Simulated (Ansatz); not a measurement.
# FH4NSiZn: up Jacob's ladder to CCSD(T), part 2 of 2

Ansatz 0.2.0, Gaussian basis; functionals in def2-TZVPP, the program's frozen cores in correlated methods.

### 14 CAM-B3LYP-D4 (range-separated)

in.yaml

```yaml
crystal:
  periodic: [false, false, false]
  atoms:
    - {symbol: N, position_ang: [-1.000890, 2.160603, -0.287559]}
    - {symbol: Zn, position_ang: [-0.242455, 0.522322, -0.071042]}
    - {symbol: Si, position_ang: [0.759027, -1.569529, 0.356408]}
    - {symbol: F, position_ang: [0.835897, -2.429531, -1.007862]}
    - {symbol: H, position_ang: [-1.992517, 2.264855, -0.439269]}
    - {symbol: H, position_ang: [-0.514507, 2.906377, -0.761337]}
    - {symbol: H, position_ang: [2.153354, -1.459934, 0.871156]}
    - {symbol: H, position_ang: [0.002080, -2.395153, 1.339505]}
basis:
  gaussian: {orbitals: def2-TZVPP}
hamiltonian: {xc: {name: CAM-B3LYP}, dispersion: d4}
output: {orbitals: {seedname: orbitals}}
```

Started as:

```
$ ansatz run in.yaml --threads 4 --pin off --events-out ev --progress --plain --max-ram 10444MiB
```

The program printed (excerpt; [...] marks lines left out):

```text
Functional definition: CAM-B3LYP
  name "CAM-B3LYP"
  cite "Yanai, Tew & Handy, Chem. Phys. Lett. 393, 51 (2004) doi:10.1016/j.cplett.2004.06.011"
  cite "Iikura, Tsuneda, Yanai & Hirao, J. Chem. Phys. 115, 3540 (2001) doi:10.1063/1.1383587"
  cite "Becke, Phys. Rev. A 38, 3098 (1988) doi:10.1103/PhysRevA.38.3098"
  cite "Lee, Yang & Parr, Phys. Rev. B 37, 785 (1988) doi:10.1103/PhysRevB.37.785"
  cite "Vosko, Wilk & Nusair, Can. J. Phys. 58, 1200 (1980) doi:10.1139/p80-159"
[...]
  # Exact exchange under (alpha + beta erf(omega r))/r, Becke's under what is left of 1/r.
[...]
1384 factors; their error is unknown
281 factors; integrals over basis functions are off by at most 3.5e-5 eV
[...]
mean field -60575.58783493 eV, -2226.1117933257 hartree, gradient 6.2e-5 eV, S^2 0.000000; 0 other end points of the search recorded, 0 dependent functions left out
reference -60575.58796184 eV, -2226.1117979895 hartree; 32, 32 occupied and 192, 192 virtual orbitals, 1384 factors
Total energy: -60575.69972641 eV, -2226.1159052617 hartree
```

Run time: 2.7 s. Hardware: 4 threads of Arm Neoverse V2, shared host; peak memory 0.62 GiB.

With the free atoms at this level, -60551.038 eV in sum, the atomisation energy is 568.7 kcal/mol. HOMO -8.28 eV, LUMO -0.14 eV.

### 15 LC-ωPBE (range-separated)

Changes to in.yaml since step 14:

```diff
@@ -13,3 +13,3 @@
   gaussian: {orbitals: def2-TZVPP}
-hamiltonian: {xc: {name: CAM-B3LYP}, dispersion: d4}
+hamiltonian: {xc: {name: LC-wPBE}}
 output: {orbitals: {seedname: orbitals}}
```

Launched as before.

The program printed (excerpt; [...] marks lines left out):

```text
Functional definition: LC-wPBE
  name "LC-wPBE"
  cite "Vydrov & Scuseria, J. Chem. Phys. 125, 234109 (2006) doi:10.1063/1.2409292"
  cite "Heyd & Scuseria, J. Chem. Phys. 120, 7274 (2004) doi:10.1063/1.1668634"
  cite "Ernzerhof & Perdew, J. Chem. Phys. 109, 3313 (1998) doi:10.1063/1.476928"
  cite "Perdew, Burke & Ernzerhof, Phys. Rev. Lett. 77, 3865 (1996) doi:10.1103/PhysRevLett.77.3865"
  parent pbe
[...]
1334 factors; their error is unknown
345 factors; integrals over basis functions are off by at most 1.5e-4 eV
[...]
mean field -60562.50510752 eV, -2225.6310119610 hartree, gradient 3.6e-5 eV, S^2 0.000000; 0 other end points of the search recorded, 0 dependent functions left out
reference -60562.50510753 eV, -2225.6310119613 hartree; 32, 32 occupied and 192, 192 virtual orbitals, 1334 factors
Total energy: -60562.50510753 eV, -2225.6310119613 hartree
```

It took 2 s on 4 threads of Arm Neoverse V2, shared host; peak memory 0.37 GiB.

With the free atoms at this level, -60537.842 eV in sum, the atomisation energy is 568.7 kcal/mol. HOMO -9.71 eV, LUMO 0.95 eV.

### 16 ωB97X-V (range-separated)

Changes to in.yaml since step 15:

```diff
@@ -13,3 +13,3 @@
   gaussian: {orbitals: def2-TZVPP}
-hamiltonian: {xc: {name: LC-wPBE}}
+hamiltonian: {xc: {name: wB97X-V}}
 output: {orbitals: {seedname: orbitals}}
```

The command is unchanged.

The program printed (excerpt; [...] marks lines left out):

```text
Functional definition: wB97X-V
  name "wB97X-V"
  cite "Mardirossian & Head-Gordon, Phys. Chem. Chem. Phys. 16, 9904 (2014) doi:10.1039/C3CP54374A"
  cite "Becke, J. Chem. Phys. 107, 8554 (1997) doi:10.1063/1.475007"
  cite "Vydrov & Van Voorhis, J. Chem. Phys. 133, 244103 (2010) doi:10.1063/1.3521275"
[...]
      + integral(e_c_pw_opposite_spin*poly(b97_u_opposite, cos0, cos1)) + vv10(b, c)
1374 factors; their error is unknown
260 factors; integrals over basis functions are off by at most 1.3e-5 eV
[...]
mean field -60566.27666243 eV, -2225.7696140476 hartree, gradient 2.0e-5 eV, S^2 0.000000; 0 other end points of the search recorded, 0 dependent functions left out
reference -60566.27666014 eV, -2225.7696139634 hartree; 32, 32 occupied and 192, 192 virtual orbitals, 1374 factors
Total energy: -60566.27666014 eV, -2225.7696139634 hartree
```

Run time: 6.5 s. Hardware: 4 threads of Arm Neoverse V2, shared host; peak memory 0.68 GiB.

With the free atoms at this level, -60541.495 eV in sum, the atomisation energy is 571.5 kcal/mol. HOMO -9.30 eV, LUMO 0.83 eV.

### 17 ωB97M-V (range-separated)

Changes to in.yaml since step 16:

```diff
@@ -13,3 +13,3 @@
   gaussian: {orbitals: def2-TZVPP}
-hamiltonian: {xc: {name: wB97X-V}}
-output: {orbitals: {seedname: orbitals}}
+hamiltonian: {xc: {name: wB97M-V}}
+output: {forces: true, orbitals: {seedname: orbitals}}
```

Same command.

The program printed (excerpt; [...] marks lines left out):

```text
Functional definition: wB97M-V
  name "wB97M-V"
  cite "Mardirossian & Head-Gordon, J. Chem. Phys. 144, 214110 (2016) doi:10.1063/1.4952647"
  cite "Becke, J. Chem. Phys. 107, 8554 (1997) doi:10.1063/1.475007"
  cite "Vydrov & Van Voorhis, J. Chem. Phys. 133, 244103 (2010) doi:10.1063/1.3521275"
  # Of w^i u^j: cxij and so on, Table III.
[...]
  gx(w, u) = 1 - cx + cx01*u + cx10*w
  gss(w, u) = css00 + css04*u^4 + css10*w + css20*w^2 + css43*w^4*u^3
  gos(w, u) = cos00 + cos10*w + (cos20 + cos21*u)*w^2 + (cos60 + cos61*u)*w^6
[...]
      + integral(e_c_pw_mod_opposite_spin*gos(b97_w_opposite, b97_u_opposite)) + vv10(b, c)
1374 factors; their error is unknown
260 factors; integrals over basis functions are off by at most 1.3e-5 eV
[...]
mean field -60568.94435652 eV, -2225.8676499969 hartree, gradient 7.5e-5 eV, S^2 0.000000; 0 other end points of the search recorded, 0 dependent functions left out
[...]
reference -60568.94441237 eV, -2225.8676520495 hartree; 32, 32 occupied and 192, 192 virtual orbitals, 1374 factors
Total energy: -60568.94441237 eV, -2225.8676520495 hartree
Atom 0 at    -1.000890     2.160603    -0.287559 Å, force    -0.020720     0.017706    -0.061403 eV/Å
Atom 1 at    -0.242455     0.522322    -0.071042 Å, force     0.084271    -0.170808     0.050018 eV/Å
Atom 2 at     0.759027    -1.569529     0.356408 Å, force     0.019765     0.087843     0.261747 eV/Å
Atom 3 at     0.835897    -2.429531    -1.007862 Å, force     0.001474    -0.059775    -0.111809 eV/Å
Atom 4 at    -1.992517     2.264855    -0.439269 Å, force     0.049490     0.040272     0.005725 eV/Å
Atom 5 at    -0.514507     2.906377    -0.761337 Å, force    -0.057050    -0.005708     0.028950 eV/Å
Atom 6 at     2.153354    -1.459934     0.871156 Å, force    -0.167789    -0.011295    -0.058348 eV/Å
Atom 7 at     0.002080    -2.395153     1.339505 Å, force     0.090558     0.101766    -0.114880 eV/Å
Dipole moment:    -0.110744     0.274139     0.038889 e Å
```

Wall time 8.5 s (4 threads of Arm Neoverse V2, shared host); peak memory 0.77 GiB.

With the free atoms at this level, -60544.364 eV in sum, the atomisation energy is 566.8 kcal/mol. HOMO -9.21 eV, LUMO 0.56 eV.

### 18 B2PLYP (double hybrid)

Changes to in.yaml since step 17:

```diff
@@ -13,3 +13,3 @@
   gaussian: {orbitals: def2-TZVPP}
-hamiltonian: {xc: {name: wB97M-V}}
-output: {forces: true, orbitals: {seedname: orbitals}}
+hamiltonian: {xc: {name: B2PLYP}}
+correlation: {frozen_orbitals: {F: 1, H: 0, "N": 1, Si: 5, Zn: 9}}
```

Launched as before.

The program printed (excerpt; [...] marks lines left out):

```text
Functional definition: B2PLYP
  name "B2PLYP"
  cite "Grimme, J. Chem. Phys. 124, 034108 (2006) doi:10.1063/1.2148954"
  cite "Becke, Phys. Rev. A 38, 3098 (1988) doi:10.1103/PhysRevA.38.3098"
  cite "Lee, Yang & Parr, Phys. Rev. B 37, 785 (1988) doi:10.1103/PhysRevB.37.785"
[...]
1403 factors; integrals over basis functions are off by at most 1.0e-3 eV
[...]
mean field -60550.43537844 eV, -2225.1874575984 hartree, gradient 3.0e-6 eV, S^2 0.000000; 0 other end points of the search recorded, 0 dependent functions left out
16 core orbitals not correlated: weight in the atoms' cores, before any rotation towards them, 1.000 or more for the frozen orbitals, at most 0.000 for the correlated occupied ones
reference -60550.43554353 eV, -2225.1874636656 hartree; 16, 16 occupied and 192, 192 virtual orbitals, 1403 factors
second order -35.66909143 eV of doubles, -0.00000000 eV of singles
Total energy: -60560.06619822 eV, -2225.5413836974 hartree
```

It took 4.2 s on 4 threads of Arm Neoverse V2, shared host; peak memory 0.54 GiB.

Atomisation energy: 557.6 kcal/mol (free atoms -60535.888 eV, run apart).

### 19 PBE-QIDH (double hybrid)

Changes to in.yaml since step 18:

```diff
@@ -13,3 +13,3 @@
   gaussian: {orbitals: def2-TZVPP}
-hamiltonian: {xc: {name: B2PLYP}}
+hamiltonian: {xc: {name: PBE-QIDH}}
 correlation: {frozen_orbitals: {F: 1, H: 0, "N": 1, Si: 5, Zn: 9}}
```

Same command.

The program printed (excerpt; [...] marks lines left out):

```text
Functional definition: PBE-QIDH
  name "PBE-QIDH"
  cite "Brémond, Sancho-García, Pérez-Jiménez & Adamo, J. Chem. Phys. 141, 031101 (2014) doi:10.1063/1.4890314"
  cite "Perdew, Burke & Ernzerhof, Phys. Rev. Lett. 77, 3865 (1996) doi:10.1103/PhysRevLett.77.3865"
[...]
1403 factors; integrals over basis functions are off by at most 1.0e-3 eV
[...]
mean field -60538.41563308 eV, -2224.7457401038 hartree, gradient 5.8e-6 eV, S^2 0.000000; 0 other end points of the search recorded, 0 dependent functions left out
16 core orbitals not correlated: weight in the atoms' cores, before any rotation towards them, 1.000 or more for the frozen orbitals, at most 0.000 for the correlated occupied ones
reference -60538.41564704 eV, -2224.7457406169 hartree; 16, 16 occupied and 192, 192 virtual orbitals, 1403 factors
second order -33.28824464 eV of doubles, -0.00000000 eV of singles
Total energy: -60549.51172859 eV, -2225.1535140926 hartree
```

Run time: 4.2 s. Hardware: 4 threads of Arm Neoverse V2, shared host; peak memory 0.54 GiB.

With the free atoms at this level, -60525.347 eV in sum, the atomisation energy is 557.3 kcal/mol.

### 20 Orbital energies across the functionals

Dipoles come from the runs that computed forces. Levels, from each run's orbital file:

| functional | HOMO (eV) | LUMO (eV) | gap (eV) | dipole (D) |
| --- | --- | --- | --- | --- |
| LDA (SPW92) | -5.77 | -2.04 | 3.72 |  |
| PBE-D4 | -5.57 | -1.81 | 3.75 | 1.48 |
| revPBE-D4 | -5.49 | -1.71 | 3.78 |  |
| BLYP-D4 | -5.44 | -1.70 | 3.74 |  |
| r2SCAN-D4 | -5.81 | -1.56 | 4.24 | 1.46 |
| B97M-V | -5.84 | -1.72 | 4.12 |  |
| PBE0-D4 | -6.85 | -1.05 | 5.80 |  |
| B3LYP-D4 | -6.62 | -1.26 | 5.36 | 1.44 |
| r2SCANh-D4 | -6.29 | -1.30 | 5.00 |  |
| r2SCAN0-D4 | -7.03 | -0.91 | 6.13 |  |
| HSE06-D4 | -6.44 | -1.42 | 5.02 |  |
| BHLYP-D4 | -8.07 | -0.30 | 7.77 |  |
| CAM-B3LYP-D4 | -8.28 | -0.14 | 8.14 |  |
| LC-ωPBE | -9.71 | 0.95 | 10.66 |  |
| ωB97X-V | -9.30 | 0.83 | 10.14 |  |
| ωB97M-V | -9.21 | 0.56 | 9.77 | 1.43 |

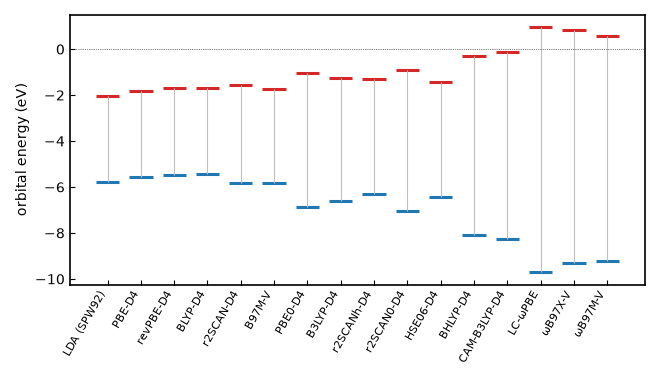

Highest occupied (blue) and lowest empty (red) level by functional.

### 21 CCSD(T) in def2-SVP

Changes to in.yaml since step 19:

```diff
@@ -12,4 +12,3 @@
 basis:
-  gaussian: {orbitals: def2-TZVPP}
-hamiltonian: {xc: {name: PBE-QIDH}}
-correlation: {frozen_orbitals: {F: 1, H: 0, "N": 1, Si: 5, Zn: 9}}
+  gaussian: {orbitals: def2-SVP}
+correlation: {method: ccsd_t, frozen_orbitals: {F: 1, H: 0, "N": 1, Si: 5, Zn: 9}}
```

Same command.

The program printed (excerpt; [...] marks lines left out):

```text
Functional definition: HF
  name "HF"
  cite "Fock, Z. Phys. 61, 126 (1930) doi:10.1007/BF01340294"
  parent pbe
[...]
944 factors; integrals over basis functions are off by at most 1.1e-3 eV
[...]
mean field -60478.45914702 eV, -2222.5423798810 hartree, gradient 1.9e-6 eV, S^2 0.000000; 0 other end points of the search recorded, 0 dependent functions left out
16 core orbitals not correlated: weight in the atoms' cores, before any rotation towards them, 1.000 or more for the frozen orbitals, at most 0.000 for the correlated occupied ones
reference -60478.45914702 eV, -2222.5423798810 hartree; 16, 16 occupied and 65, 65 virtual orbitals, 944 factors
second order -20.68927779 eV of doubles, -0.00000000 eV of singles
cycle   1  -20.25457066 eV  change    4.3e-1 eV  update   1.2e-1
[...]
cycle  10  -20.93231516 eV  change   -2.5e-5 eV  update   1.8e-5
perturbative correction -0.49310806 eV, -0.0181213868 hartree
Total energy: -60499.88457023 eV, -2223.3297496615 hartree
```

Wall time 3 s (4 threads of Arm Neoverse V2, shared host); peak memory 0.35 GiB.

### 22 CCSD(T) in def2-TZVPP

Changes to in.yaml since step 21:

```diff
@@ -12,3 +12,4 @@
 basis:
-  gaussian: {orbitals: def2-SVP}
+  gaussian: {orbitals: def2-TZVPP}
 correlation: {method: ccsd_t, frozen_orbitals: {F: 1, H: 0, "N": 1, Si: 5, Zn: 9}}
+output: {orbitals: {seedname: orbitals}}
```

Launched as before.

The program printed (excerpt; [...] marks lines left out):

```text
Functional definition: HF
  name "HF"
  cite "Fock, Z. Phys. 61, 126 (1930) doi:10.1007/BF01340294"
  parent pbe
[...]
1403 factors; integrals over basis functions are off by at most 1.0e-3 eV
[...]
mean field -60493.54533000 eV, -2223.0967868799 hartree, gradient 3.0e-6 eV, S^2 0.000000; 0 other end points of the search recorded, 0 dependent functions left out
16 core orbitals not correlated: weight in the atoms' cores, before any rotation towards them, 1.000 or more for the frozen orbitals, at most 0.000 for the correlated occupied ones
reference -60493.54533000 eV, -2223.0967868799 hartree; 16, 16 occupied and 192, 192 virtual orbitals, 1403 factors
second order -29.98196822 eV of doubles, -0.00000000 eV of singles
cycle   1  -28.35897196 eV  change     1.6e0 eV  update   1.4e-1
[...]
cycle  12  -29.33133628 eV  change   -1.1e-5 eV  update   4.2e-6
perturbative correction -0.95164791 eV, -0.0349724157 hartree
Total energy: -60523.82831419 eV, -2224.2096660223 hartree
```

Wall time 95 s (4 threads of Arm Neoverse V2, shared host); peak memory 3.5 GiB.

### 23 MP2 in def2-QZVPP

Changes to in.yaml since step 22:

```diff
@@ -12,4 +12,3 @@
 basis:
-  gaussian: {orbitals: def2-TZVPP}
-correlation: {method: ccsd_t, frozen_orbitals: {F: 1, H: 0, "N": 1, Si: 5, Zn: 9}}
-output: {orbitals: {seedname: orbitals}}
+  gaussian: {orbitals: "def2-QZVPP.json"}
+correlation: {method: mp2, frozen_orbitals: {F: 1, H: 0, "N": 1, Si: 5, Zn: 9}}
```

Launched as before.

The program printed:

```text
Functional definition: HF
  name "HF"
  cite "Fock, Z. Phys. 61, 126 (1930) doi:10.1007/BF01340294"
  parent pbe
  exchange = exact_x
  correlation = 0
2513 factors; integrals over basis functions are off by at most 9.4e-4 eV
mean field evaluation 1: about -60489.8392 eV, gradient 5.0e1 eV
mean field evaluation 2: about -60490.0258 eV, gradient 5.0e1 eV
mean field evaluation 4: about -60495.0841 eV, gradient 4.2e0 eV
mean field evaluation 8: about -60495.1477 eV, gradient 6.0e-1 eV
mean field -60495.14866153 eV, -2223.1557082266 hartree, gradient 2.0e-6 eV, S^2 0.000000; 0 other end points of the search recorded, 0 dependent functions left out
16 core orbitals not correlated: weight in the atoms' cores, before any rotation towards them, 1.000 or more for the frozen orbitals, at most 0.000 for the correlated occupied ones
reference -60495.14866153 eV, -2223.1557082266 hartree; 16, 16 occupied and 372, 372 virtual orbitals, 2513 factors
second order -32.34077957 eV of doubles, -0.00000000 eV of singles
Total energy: -60527.48944110 eV, -2224.3442099544 hartree
```

Run time: 13 s. Hardware: 4 threads of Arm Neoverse V2, shared host; peak memory 1.8 GiB.

The pieces so far (eV):

| basis | HF | MP2 correlation | CCSD correlation | (T) | total |
| --- | --- | --- | --- | --- | --- |
| def2-SVP | -60478.4591 | -20.6893 | -20.9323 | -0.4931 | -60499.8846 |
| def2-TZVPP | -60493.5453 | -29.9820 | -29.3313 | -0.9516 | -60523.8283 |
| def2-QZVPP | -60495.1487 | -32.3408 |  |  | -60527.4894 (MP2) |

The report of the def2-TZVPP run gives T1 = 0.0148.

### 24 From triple and quadruple zeta to the limit

This step is arithmetic on the last runs, with X = 3 and 4: exp(−7.88√X) for Hartree-Fock, X^−2.97 for correlation; only MP2 was run in the larger set, so CCSD(T) minus MP2 is added from the smaller one.

| level | energy at the limit (eV) |
| --- | --- |
| HF | -60495.3695 |
| MP2 | -60529.4575 |
| CCSD | -60528.8069 |
| CCSD(T) | -60529.7586 |

### 25 RPA on PBE orbitals

Changes to in.yaml since step 23:

```diff
@@ -12,3 +12,4 @@
 basis:
-  gaussian: {orbitals: "def2-QZVPP.json"}
-correlation: {method: mp2, frozen_orbitals: {F: 1, H: 0, "N": 1, Si: 5, Zn: 9}}
+  gaussian: {orbitals: def2-TZVPP}
+hamiltonian: {xc: pbe}
+correlation: {method: rpa, frozen_orbitals: {F: 1, H: 0, "N": 1, Si: 5, Zn: 9}}
```

The command is unchanged.

The program printed (excerpt; [...] marks lines left out):

```text
Functional definition: PBE
  name "PBE"
  cite "Perdew, Burke & Ernzerhof, Phys. Rev. Lett. 77, 3865 (1996) doi:10.1103/PhysRevLett.77.3865"
  parent pbe
[...]
1403 factors; integrals over basis functions are off by at most 1.0e-3 eV
[...]
mean field -60557.73461507 eV, -2225.4556995971 hartree, gradient 4.1e-6 eV, S^2 0.000000; 0 other end points of the search recorded, 0 dependent functions left out
16 core orbitals not correlated: weight in the atoms' cores, before any rotation towards them, 1.000 or more for the frozen orbitals, at most 0.000 for the correlated occupied ones
reference -60491.37439084 eV, -2223.0170063370 hartree; 16, 16 occupied and 192, 192 virtual orbitals, 1403 factors
Total energy: -60534.75187105 eV, -2224.6110993324 hartree
```

Run time: 4 s. Hardware: 4 threads of Arm Neoverse V2, shared host; peak memory 0.45 GiB.

RPA correlation: -43.377 eV. No RPA run of the hydrogen atom was made, so RPA has no atomisation energy below.

### 26 Atomisation energies

Atomisation energy = energies of 1 N, 1 Zn, 1 Si, 1 F, 4 H (separate runs, same level) minus the molecule's; electronic only, no spin-orbit term.

Differences are taken before rounding.

| method | rung | atomisation energy (kcal/mol) | from CCSD(T)/CBS (kcal/mol) | time |
| --- | --- | --- | --- | --- |
| LDA (SPW92) | LDA | 647.2 | +80.1 | 0.95 s |
| PBE-D4 | GGA | 569.7 | +2.6 | 1.8 s |
| revPBE-D4 | GGA | 553.7 | -13.4 | 1.6 s |
| BLYP-D4 | GGA | 561.3 | -5.8 | 1.6 s |
| r2SCAN-D4 | meta-GGA | 566.2 | -0.9 | 3.8 s |
| B97M-V | meta-GGA | 562.8 | -4.3 | 7 s |
| PBE0-D4 | hybrid | 558.4 | -8.7 | 2.2 s |
| B3LYP-D4 | hybrid | 561.6 | -5.5 | 3.8 s |
| r2SCANh-D4 | hybrid | 561.3 | -5.8 | 4.2 s |
| r2SCAN0-D4 | hybrid | 554.4 | -12.7 | 4.3 s |
| HSE06-D4 | hybrid | 558.7 | -8.4 | 2.6 s |
| BHLYP-D4 | hybrid | 544.8 | -22.3 | 2.6 s |
| CAM-B3LYP-D4 | range-separated | 568.7 | +1.6 | 2.7 s |
| LC-ωPBE | range-separated | 568.7 | +1.7 | 2 s |
| ωB97X-V | range-separated | 571.5 | +4.4 | 6.5 s |
| ωB97M-V | range-separated | 566.8 | -0.2 | 8.5 s |
| B2PLYP | double hybrid | 557.6 | -9.5 | 4.2 s |
| PBE-QIDH | double hybrid | 557.3 | -9.8 | 4.2 s |
| HF/def2-TZVPP | wavefunction | 392.3 | -174.8 |  |
| MP2/def2-TZVPP | wavefunction | 558.4 | -8.7 |  |
| CCSD/def2-TZVPP | wavefunction | 538.6 | -28.4 |  |
| CCSD(T)/def2-SVP | wavefunction | 511.5 | -55.6 | 3 s |
| CCSD(T)/def2-TZVPP | wavefunction | 547.0 | -20.1 | 95 s |
| MP2/CBS | wavefunction | 578.5 | +11.4 |  |
| CCSD(T)/CBS | wavefunction | 567.1 | 0 | 1.8 min |

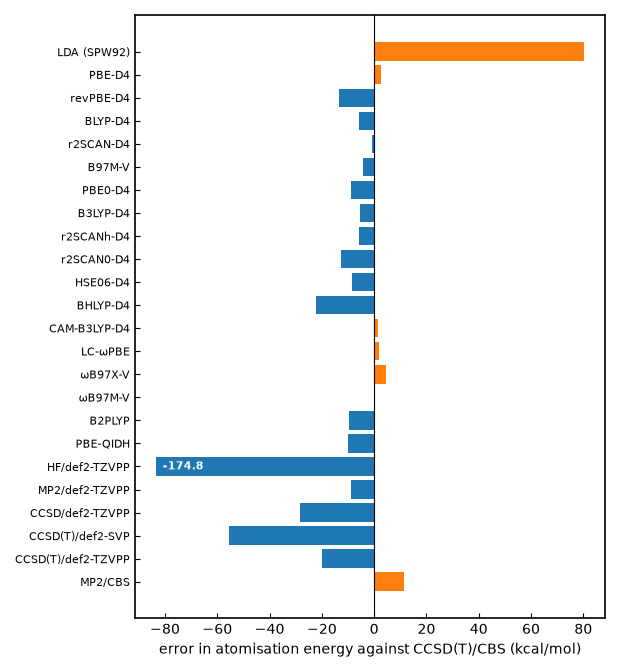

Deviations from CCSD(T)/CBS, method by method. Bars with a number in them are cut short.

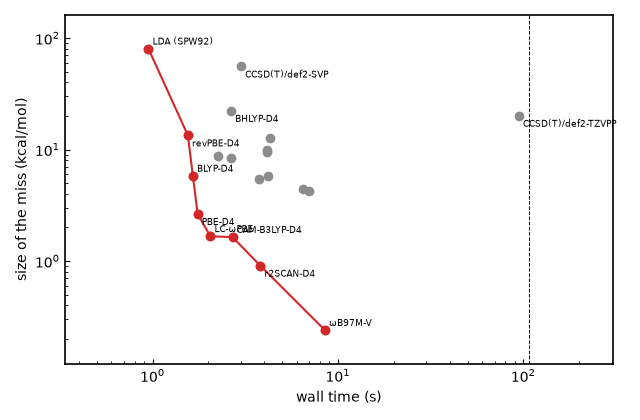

Accuracy for the time spent; red marks the levels that beat every quicker one drawn (of those quicker than the yardstick), and the dashed line is the time of CCSD(T)/CBS. Only those levels and the largest misses are named. Times are from a shared host.

LDA (SPW92), LC-ωPBE, B2PLYP, PBE-QIDH carry no dispersion term (for B3LYP, D4 adds 4.8 kcal/mol).

Times are those of the molecule's run; HF, MP2 and CCSD come out of the CCSD(T) runs, and the limit's time is the sum of the runs that it needs.

### 27 Summary of results

This closing draws on all 2 parts.

| quantity | value |
| --- | --- |
| atomisation energy, CCSD(T)/CBS | 567.1 kcal/mol |
| functionals within 2.8 kcal/mol (0.5 %) | PBE-D4, r2SCAN-D4, CAM-B3LYP-D4, LC-ωPBE, ωB97M-V |
| farthest beyond LDA | BHLYP-D4 (-22.3 kcal/mol) |
| mean size of error, GGA | 7.3 kcal/mol |
| mean size of error, meta-GGA | 2.6 kcal/mol |
| mean size of error, hybrid | 10.6 kcal/mol |
| mean size of error, range-separated | 2.0 kcal/mol |
| mean size of error, double hybrid | 9.7 kcal/mol |
| gap, smallest and largest | 3.72 eV (LDA (SPW92)), 10.66 eV (LC-ωPBE) |
| T1 diagnostic | 0.0148 |
| triples share of the correlation energy | 3.1 % |

In words: LDA overbinds by 80.1 kcal/mol (14 %). PBE-D4 is off by +2.6 kcal/mol. Double hybrids carry the basis error of their MP2 part in triple zeta, and no dispersion term here, so their miss is partly the set-up's. The rungs range-separated, meta-GGA miss on average by less than the doubt on the reference (2.8 kcal/mol), so they tie. The reference freezes the cores and leaves out relativity and excitations past (T), so misses under about 2.8 kcal/mol can't be ranked. Hartree-Fock recovers 69 % of the binding; the rest is correlation. CCSD(T) in def2-SVP is off by -55.6 kcal/mol, more than most functionals: a good method in a small basis is no reference. Orbital gaps span 3.7 to 10.7 eV; exact exchange widens them. For Zn the d shell is correlated and the shells below it are frozen.

ωB97M-V reaches 0.2 kcal/mol from the reference in 8.5 s, where CCSD(T)/CBS took 1.8 min; the quickest level in the cost chart, LDA (SPW92), takes 0.95 s and misses by 80.1 kcal/mol.
